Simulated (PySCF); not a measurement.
**[HfOF]+: other functionals and bases at one geometry**

Aim: see how levels, charges and forces of [HfOF]+ depend on the level of theory. The structure is generated, not taken from experiment.

Program: PySCF 2.14.0. Level of theory: several levels, as the steps say, no spin–orbit coupling. These are calculated values, not measurements.

1 further run of the same task is left out (for a known fault of the program).

### Step 1. The system as given

3 atoms, charge 1, spin multiplicity 1.

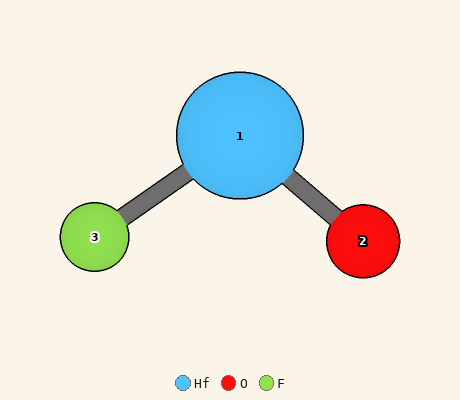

The geometry (hafnium blue, oxygen red, fluorine green); atoms are numbered from 1 in the order of the file.

Coordinates:

```xyz
3
FHfO
Hf    0.01437    0.00000   -0.37334
O     1.35548    0.00000    0.68831
F    -1.47206    0.00000    0.75450
```

Formal oxidation states: Hf +4. An earlier session relaxed this geometry at PBE0, Hf def2-SVP with ECP60, O def2-SVP, F def2-SVP (singlet, point group Cs).

At PBE0 on the finer grid: E = -222.541117 Eh, HOMO -15.04 eV, LUMO -9.54 eV, Mulliken charge on Hf1 +1.47 e, largest force component 0.025 eV/Å. 

Levels to run: CAM-B3LYP; revPBE; PBE0, TZVP. Hardware: 2 threads of AMD EPYC 7R43 (Zen 3), shared host.

### Step 2. CAM-B3LYP

run.py (the lines that set the calculation)

```python
mol = gto.M(atom='''
Hf     0.01437     0.00000    -0.37334
O      1.35548     0.00000     0.68831
F     -1.47206     0.00000     0.75450''',
    basis={'Hf': 'def2-SVP', 'O': 'def2-SVP', 'F': 'def2-SVP'},
    ecp={'Hf': 'def2-SVP'},
    charge=1, spin=0)
mf = dft.RKS(mol, xc='CAMB3LYP')
mf.grids.atom_grid = (75, 302)
mf = mf.density_fit()  # fitting sets: Hf def2-universal-JKFIT, O def2-universal-JKFIT, F def2-universal-JKFIT
mf.conv_tol = 1e-08; mf.max_cycle = 55
mf.kernel(dm0)  # dm0: the density of the relaxed state
```

Launch:

```sh
$ OMP_NUM_THREADS=2 python run.py
```

What it wrote:

```text
init E= -222.632291169552
  HOMO = -0.604652831653661  LUMO = -0.317943239562521  gap/eV = 7.80177
cycle= 1 E= -222.63235833995  delta_E= -6.72e-05  |g|= 0.0644  |ddm|= 0.0949
  HOMO = -0.588946943481113  LUMO = -0.325981620948991  gap/eV = 7.15565
cycle= 2 E= -222.628748488889  delta_E= 0.00361  |g|= 0.151  |ddm|= 0.142
  HOMO = -0.602814271853717  LUMO = -0.321971728274171  gap/eV = 7.64211
cycle= 3 E= -222.633157441334  delta_E= -0.00441  |g|= 0.0101  |ddm|=  0.1
  HOMO = -0.602274214678294  LUMO = -0.321862529039421  gap/eV = 7.63039
cycle= 4 E= -222.633175325431  delta_E= -1.79e-05  |g|= 0.00168  |ddm|= 0.00681
  HOMO = -0.602311136344045  LUMO = -0.321879188765674  gap/eV = 7.63094
cycle= 5 E= -222.633176205779  delta_E= -8.8e-07  |g|= 0.000377  |ddm|= 0.00241
  HOMO = -0.602396539978971  LUMO = -0.321923780257524  gap/eV = 7.63205
cycle= 6 E= -222.633176307583  delta_E= -1.02e-07  |g|= 9.85e-05  |ddm|= 0.00105
  HOMO = -0.602398560959956  LUMO = -0.321919436508772  gap/eV = 7.63223
cycle= 7 E= -222.633176322753  delta_E= -1.52e-08  |g|= 2.55e-05  |ddm|= 0.000551
  HOMO = -0.602395611601771  LUMO = -0.32191626012121  gap/eV = 7.63223
cycle= 8 E= -222.633176324113  delta_E= -1.36e-09  |g|= 7.73e-06  |ddm|= 0.000176
  HOMO = -0.602396419971335  LUMO = -0.32191619906958  gap/eV = 7.63226
Extra cycle  E= -222.633176324206  delta_E= -9.28e-11  |g|= 6.23e-06  |ddm|= 3.16e-05
converged SCF energy = -222.633176324206
```

Run time: 2.3 s. Hardware: 2 threads of AMD EPYC 7R43 (Zen 3), shared host.

It gives: E = -222.633176 Eh, HOMO -16.39 eV, LUMO -8.76 eV, Mulliken charge on Hf1 +1.46 e, largest force component 0.081 eV/Å. 

### Step 3. revPBE

run.py (the lines that set the calculation): that of step 2 with these lines changed.

```diff
@@ -7,3 +7,3 @@
     charge=1, spin=0)
-mf = dft.RKS(mol, xc='CAMB3LYP')
+mf = dft.RKS(mol, xc='PBE_R,PBE')
 mf.grids.atom_grid = (75, 302)
```

Launch:

```sh
$ OMP_NUM_THREADS=2 python run.py
```

What it wrote:

```text
init E= -222.738622519177
  HOMO = -0.485385785055527  LUMO = -0.386452312511832  gap/eV = 2.69212
cycle= 1 E= -222.728230342564  delta_E= 0.0104  |g|= 0.25  |ddm|= 0.323
  HOMO = -0.537356256337595  LUMO = -0.353105966568283  gap/eV = 5.01371
cycle= 2 E= -222.581919354815  delta_E= 0.146  |g|= 0.857  |ddm|= 0.813
  HOMO = -0.484170119879636  LUMO = -0.372627365953953  gap/eV = 3.03523
cycle= 3 E= -222.739174449849  delta_E= -0.157  |g|= 0.115  |ddm|= 0.624
  HOMO = -0.490983098014278  LUMO = -0.375280007421214  gap/eV = 3.14844
cycle= 4 E= -222.741567896676  delta_E= -0.00239  |g|= 0.0377  |ddm|= 0.0984
  HOMO = -0.491646787361763  LUMO = -0.377857613776673  gap/eV = 3.09636
cycle= 5 E= -222.741828335504  delta_E= -0.00026  |g|= 0.0119  |ddm|= 0.0379
  HOMO = -0.491440629161584  LUMO = -0.377158950833962  gap/eV = 3.10976
cycle= 6 E= -222.741860623267  delta_E= -3.23e-05  |g|= 0.00183  |ddm|= 0.00937
  HOMO = -0.491505543676431  LUMO = -0.377115945240075  gap/eV = 3.11270
cycle= 7 E= -222.741861314581  delta_E= -6.91e-07  |g|= 0.000358  |ddm|= 0.00116
  HOMO = -0.491512825297285  LUMO = -0.377103799246157  gap/eV = 3.11323
cycle= 8 E= -222.741861341534  delta_E= -2.7e-08  |g|= 4.3e-05  |ddm|= 0.000245
  HOMO = -0.491516445827532  LUMO = -0.377103783543607  gap/eV = 3.11333
cycle= 9 E= -222.741861341929  delta_E= -3.94e-10  |g|= 3.53e-06  |ddm|= 3.16e-05
  HOMO = -0.491516630460423  LUMO = -0.377104079893869  gap/eV = 3.11332
Extra cycle  E= -222.741861341912  delta_E= 1.65e-11  |g|= 9.85e-06  |ddm|= 9.29e-06
converged SCF energy = -222.741861341912
```

Run time: 2.4 s. Hardware: 2 threads of AMD EPYC 7R43 (Zen 3), shared host.

Read off: E = -222.741861 Eh, HOMO -13.37 eV, LUMO -10.26 eV, Mulliken charge on Hf1 +1.35 e, largest force component 1.256 eV/Å. 

### Step 4. PBE0, TZVP

Basis: Hf def2-TZVP with ECP60, O def2-TZVP, F def2-TZVP. 

run.py (the lines that set the calculation)

```python
mol = gto.M(atom='''
Hf     0.01437     0.00000    -0.37334
O      1.35548     0.00000     0.68831
F     -1.47206     0.00000     0.75450''',
    basis={'Hf': 'def2-TZVP', 'O': 'def2-TZVP', 'F': 'def2-TZVP'},
    ecp={'Hf': 'def2-TZVP'},
    charge=1, spin=0)
mf = dft.RKS(mol, xc='PBE0')
mf.grids.atom_grid = (75, 302)
mf = mf.density_fit()  # fitting sets: Hf def2-universal-JKFIT, O def2-universal-JKFIT, F def2-universal-JKFIT
mf.conv_tol = 1e-08; mf.max_cycle = 55
mf.kernel(dm0)  # dm0: free metal ions and neutral atoms
```

Launch:

```sh
$ OMP_NUM_THREADS=2 python run.py
```

What it wrote:

```text
init E= -227.614817675093
  HOMO = -0.486567312039057  LUMO = -0.385949118510521  gap/eV = 2.73796
cycle= 1 E= -222.412685255262  delta_E=  5.2  |g|= 1.62  |ddm|= 1.87
  HOMO = -0.573730210053857  LUMO = -0.301400503297074  gap/eV = 7.41047
cycle= 2 E= -222.001729301741  delta_E= 0.411  |g|= 2.29  |ddm|= 1.45
  HOMO = -0.506780840448146  LUMO = -0.35231422091541  gap/eV = 4.20325
cycle= 3 E= -222.710247019042  delta_E= -0.709  |g|= 0.526  |ddm|= 0.964
  HOMO = -0.581993799424251  LUMO = -0.341996285969206  gap/eV = 6.53066
cycle= 4 E= -222.725551300285  delta_E= -0.0153  |g|= 0.465  |ddm|= 0.443
  HOMO = -0.553118610362935  LUMO = -0.352493359182318  gap/eV = 5.45929
cycle= 5 E= -222.766059253542  delta_E= -0.0405  |g|= 0.034  |ddm|= 0.199
  HOMO = -0.550626513447485  LUMO = -0.350521950846886  gap/eV = 5.44512
cycle= 6 E= -222.766281810125  delta_E= -0.000223  |g|= 0.00536  |ddm|= 0.021
  HOMO = -0.551086113287071  LUMO = -0.351006071914519  gap/eV = 5.44446
cycle= 7 E= -222.766287246295  delta_E= -5.44e-06  |g|= 0.00145  |ddm|= 0.00392
  HOMO = -0.551100350913208  LUMO = -0.350918060395284  gap/eV = 5.44724
cycle= 8 E= -222.766287686164  delta_E= -4.4e-07  |g|= 0.000118  |ddm|= 0.000828
  HOMO = -0.551115009015975  LUMO = -0.35091770608101  gap/eV = 5.44765
cycle= 9 E= -222.766287690754  delta_E= -4.59e-09  |g|= 3.25e-05  |ddm|= 0.000139
  HOMO = -0.551110097144539  LUMO = -0.350921604361353  gap/eV = 5.44741
Extra cycle  E= -222.766287690117  delta_E= 6.37e-10  |g|= 7.6e-05  |ddm|= 6.31e-05
converged SCF energy = -222.766287690117
```

Wall time 5.1 s (2 threads of AMD EPYC 7R43 (Zen 3), shared host).

Result: E = -222.766288 Eh, HOMO -15.00 eV, LUMO -9.55 eV, Mulliken charge on Hf1 +1.72 e, largest force component 0.498 eV/Å. 

### Step 5. All levels side by side

| level | state | HOMO (eV) | gap (eV) | charge on Hf1 (e) | dipole (D) | largest force (eV/Å) | basis functions | time |
| --- | --- | --- | --- | --- | --- | --- | --- | --- |
| PBE0 (relaxed here) | singlet | -15.04 | 5.50 | 1.47 | 6.45 | 0.03 | 60 | 4.5 s |
| CAM-B3LYP | singlet | -16.39 | 7.63 | 1.46 | 6.60 | 0.08 | 60 | 2.3 s |
| revPBE | singlet | -13.37 | 3.11 | 1.35 | 5.87 | 1.26 | 60 | 2.4 s |
| PBE0, TZVP | singlet | -15.00 | 5.45 | 1.72 | 6.51 | 0.50 | 102 | 5.1 s |

Times are on 2 threads of AMD EPYC 7R43 (Zen 3), shared host; the first row also made further properties. The dipole of a charged species depends on the origin, so these sizes hold for this origin alone.

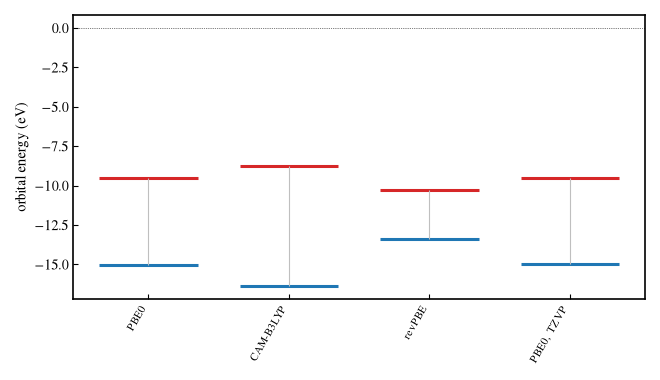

Highest filled and lowest empty level, method by method.

In one basis the HOMO–LUMO gap runs from 3.11 eV (revPBE) to 7.63 eV (CAM-B3LYP). The largest leftover force, 1.26 eV/Å with revPBE, stands at a geometry relaxed at another level. The Mulliken charge on Hf spans +1.35 to +1.72 e over the levels. Total energies of different levels can't be compared. Spin–orbit coupling is left out throughout.
